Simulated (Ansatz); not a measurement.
# GeH3O (SMILES [O][GeH3]): levels of theory compared

Wanted: a comparison of 6 runs (UBHLYP/STO-3G, UPBE0/STO-3G, RPA@PBE/STO-3G, UMP2/STO-3G, UBCCD(T)/STO-3G, UCCSD/STO-3G) of GeH3O. 

Program for the calculation: Ansatz 0.2.0.

80 further runs of the same task are left out: 25 that didn't finish, 55 set aside as unsound or not needed.

## 1. The system as given

The species is GeH3O (5 atoms), meant as a doublet with charge 0. As SMILES, `[O][GeH3]`. The Ge2–O1 distance was set to 2.692 Å, away from the relaxed value. At this shape a bond of the SMILES string is far longer than usual.

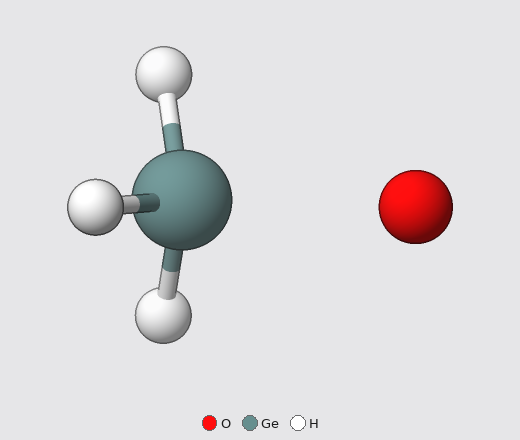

The structure, seen from a chosen angle (oxygen red, germanium teal, hydrogen white).

## 2. The energy at UBHLYP/STO-3G (run 1)

Contents of run.yaml:

```yaml
crystal:
  periodic: [false, false, false]
  atoms:
    - symbol: O
      position_ang: [-2.202024, 0.656057, 1.194413]
    - symbol: Ge
      position_ang: [0.072300, -0.056300, -0.056900]
    - symbol: H
      position_ang: [-0.162200, -0.091200, -1.574700]
    - symbol: H
      position_ang: [0.548000, -1.418100, 0.471500]
    - symbol: H
      position_ang: [1.035700, 1.073400, 0.341400]
basis:
  gaussian:
    orbitals: STO-3G
magnetization:
  spin_polarized: true
  initial_magnetization: 1
hamiltonian:
  xc: {name: BHLYP}
accuracy: high
```

Run with:

```bash
$ ansatz run run.yaml --threads 1 --pin off --max-ram 2610MiB --events-out events.jsonl --progress --plain --runs-dir runs
```

Log:

```text
Warning: RAYON_NUM_THREADS=1 ignored (pool sized by the plan → 1); use --threads N
Functional definition: BHLYP
  name "BHLYP"
  parameter a = 0.5
  exchange = (1 - a)*b88_x + a*exact_x
  correlation = lyp_c
364 factors; integrals over basis functions are off by at most 1.9e-8 eV
mean field evaluation 1: about -57921.8375 eV, gradient 2.6e1 eV
mean field evaluation 2: about -57913.7765 eV, gradient 3.5e1 eV
mean field evaluation 4: about -57929.6783 eV, gradient 1.7e0 eV
mean field evaluation 8: about -57929.4472 eV, gradient 1.8e-1 eV
mean field evaluation 16: about -57930.4201 eV, gradient 1.3e-3 eV
mean field evaluation 32: about -57930.4179 eV, gradient 6.9e-1 eV
mean field evaluation 64: about -57930.4191 eV, gradient 1.0e-1 eV
mean field -57930.42015521 eV, -2128.9036740550 hartree, gradient 1.0e-8 eV, S^2 1.452585; 6 other end points of the search recorded, 0 dependent functions left out
reference -57930.42017277 eV, -2128.9036747000 hartree; 22, 21 occupied and 4, 5 virtual orbitals, 364 factors
Total energy: -57930.42017277 eV, -2128.9036747000 hartree
```

It took 16 s on 1 thread of Arm Neoverse V1, shared host; peak memory 0.14 GiB.

## 3. The energy at UPBE0/STO-3G (run 2)

Contents of input.yaml:

```yaml
crystal:
  periodic: [false, false, false]
  atoms:
    - {symbol: O, position_ang: [-2.202024, 0.656057, 1.194413]}
    - {symbol: Ge, position_ang: [0.072300, -0.056300, -0.056900]}
    - {symbol: H, position_ang: [-0.162200, -0.091200, -1.574700]}
    - {symbol: H, position_ang: [0.548000, -1.418100, 0.471500]}
    - {symbol: H, position_ang: [1.035700, 1.073400, 0.341400]}
basis:
  gaussian: {orbitals: STO-3G}
magnetization: {spin_polarized: true, initial_magnetization: 1}
hamiltonian: {xc: pbe0}
accuracy: high
```

Run with:

```bash
$ ansatz run input.yaml --threads 1 --pin off --max-ram 2610MiB --events-out events.jsonl --progress --plain --runs-dir runs
```

Log:

```text
Warning: RAYON_NUM_THREADS=1 ignored (pool sized by the plan → 1); use --threads N
Functional definition: PBE0
  name "PBE0"
  parameter a = 0.25
  parameter kappa = 0.804
  parameter beta = 0.06672455060314922
  exchange = (1 - a)*pbe_x(kappa = kappa, mu = beta*pi^2/3) + a*exact_x
  correlation = pbe_c(beta = beta)
364 factors; integrals over basis functions are off by at most 1.9e-8 eV
mean field evaluation 1: about -57845.7277 eV, gradient 9.3e1 eV
mean field evaluation 2: about -57465.9271 eV, gradient 4.3e1 eV
mean field evaluation 4: about -57784.7852 eV, gradient 8.0e1 eV
mean field evaluation 8: about -57920.6274 eV, gradient 3.8e0 eV
mean field evaluation 16: about -57921.2518 eV, gradient 1.9e-1 eV
mean field evaluation 32: about -57918.0845 eV, gradient 1.3e1 eV
mean field evaluation 64: about -57921.2526 eV, gradient 1.5e-2 eV
mean field -57921.25202515 eV, -2128.5667514897 hartree, gradient 1.3e-8 eV, S^2 1.302721; 6 other end points of the search recorded, 0 dependent functions left out
reference -57921.25202640 eV, -2128.5667515355 hartree; 22, 21 occupied and 4, 5 virtual orbitals, 364 factors
Total energy: -57921.25202640 eV, -2128.5667515355 hartree
```

It took 19 s on 1 thread of Arm Neoverse V1, shared host; peak memory 0.14 GiB.

Runs 3 to 4 aren't shown in full; the table further down has their settings and results.

## 4. The energy at UBCCD(T)/STO-3G (run 5)

Contents of job.yaml:

```yaml
crystal:
  periodic: [false, false, false]
  atoms:
    - symbol: O
      position_ang: [-2.202024, 0.656057, 1.194413]
    - symbol: Ge
      position_ang: [0.072300, -0.056300, -0.056900]
    - symbol: H
      position_ang: [-0.162200, -0.091200, -1.574700]
    - symbol: H
      position_ang: [0.548000, -1.418100, 0.471500]
    - symbol: H
      position_ang: [1.035700, 1.073400, 0.341400]
basis:
  gaussian:
    orbitals: STO-3G
magnetization:
  spin_polarized: true
  initial_magnetization: 1
correlation:
  method: bccd_t
  frozen_orbitals: {Ge: 9, H: 0, O: 1}
accuracy: high
scf:
  omitted_lower_state_checks: [cluster_reference, increment]
```

Run with:

```bash
$ ansatz run job.yaml --threads 1 --pin off --max-ram 2610MiB --events-out events.jsonl --progress --plain --runs-dir runs
```

Log (excerpt; [...] marks lines left out):

```text
Warning: RAYON_NUM_THREADS=1 ignored (pool sized by the plan → 1); use --threads N
Functional definition: HF
  name "HF"
[...]
364 factors; integrals over basis functions are off by at most 1.9e-8 eV
[...]
mean field -57885.48071063 eV, -2127.2521799277 hartree, gradient 2.1e-8 eV, S^2 1.625877; 14 other end points of the search recorded, 0 dependent functions left out
10 core orbitals not correlated: weight in the atoms' cores, before any rotation towards them, 1.000 or more for the frozen orbitals, at most 0.000 for the correlated occupied ones
reference -57885.48071063 eV, -2127.2521799277 hartree; 12, 11 occupied and 4, 5 virtual orbitals, 364 factors
second order -0.95409609 eV of doubles, -0.00000000 eV of singles
cycle   1  -1.27983477 eV  change   -3.3e-1 eV  update   5.2e-2
[...]
cycle  38  -1.75749880 eV  change   -1.4e-9 eV  update  9.2e-10
perturbative correction -0.03990726 eV, -0.0014665647 hartree
Total energy: -57887.27811669 eV, -2127.3182333820 hartree
Checks for a lower state left out: cluster_reference, increment
```

It took 1.9 s on 1 thread of Arm Neoverse V1, shared host; peak memory 0.09 GiB.

## 5. The energy at UCCSD/STO-3G (run 6)

run.yaml, as its differences from that of step 2:

```diff
@@ -19,4 +19,7 @@
   initial_magnetization: 1
-hamiltonian:
-  xc: {name: BHLYP}
+correlation:
+  method: ccsd
+  frozen_orbitals: {Ge: 9, H: 0, O: 1}
 accuracy: high
+scf:
+  omitted_lower_state_checks: [cluster_reference, increment]
```

Run with:

```bash
$ ansatz run run.yaml --threads 1 --pin off --max-ram 2610MiB --events-out events.jsonl --progress --plain --runs-dir runs
```

Log:

```text
Warning: RAYON_NUM_THREADS=1 ignored (pool sized by the plan → 1); use --threads N
[... 19 lines left out ...]
10 core orbitals not correlated: weight in the atoms' cores, before any rotation towards them, 1.000 or more for the frozen orbitals, at most 0.000 for the correlated occupied ones
[... 53 lines left out ...]
Total energy: -57887.23625515 eV, -2127.3166949989 hartree
Checks for a lower state left out: cluster_reference, increment
```

Wall time 1.9 s (1 thread of Arm Neoverse V1, shared host).

## 6. All runs side by side

```
run            level  frozen core orbitals   energy (Eh)   ⟨S²⟩  wall time
  1    UBHLYP/STO-3G                     –  -2128.903675  1.453       16 s
  2     UPBE0/STO-3G                     –  -2128.566752  1.303       19 s
  3   RPA@PBE/STO-3G                    10  -2127.345458  0.980       73 s
  4      UMP2/STO-3G                    10  -2127.287242  1.626      1.5 s
  5  UBCCD(T)/STO-3G                    10  -2127.318233  1.626      1.9 s
  6     UCCSD/STO-3G                    10  -2127.316695  1.626      1.9 s
```

## 7. Outcome

| quantity | value |
| --- | --- |
| run 6: total energy | -2127.31669 Eh |
| run 6: correlation energy (10 core orbitals frozen) | -64.5 mEh |
| run 6: ⟨S²⟩ of the reference determinant | 1.626 |
| run 6: T1 diagnostic | 0.033 |

What this shows: Totals of different functionals can't be ranked against each other. In runs 1, 2, 3, 4, 5, 6 the basis is minimal, so the values are rough. Spin contamination of the reference: run 4 ⟨S²⟩ = 1.63, run 5 ⟨S²⟩ = 1.63, run 6 ⟨S²⟩ = 1.63, run 1 ⟨S²⟩ = 1.45, run 2 ⟨S²⟩ = 1.30, run 3 ⟨S²⟩ = 0.98. Where it is this large, the reference is a mixture of spin states, and values that rest on it are in doubt. All runs together took 1.9 min, the longest 73 s.
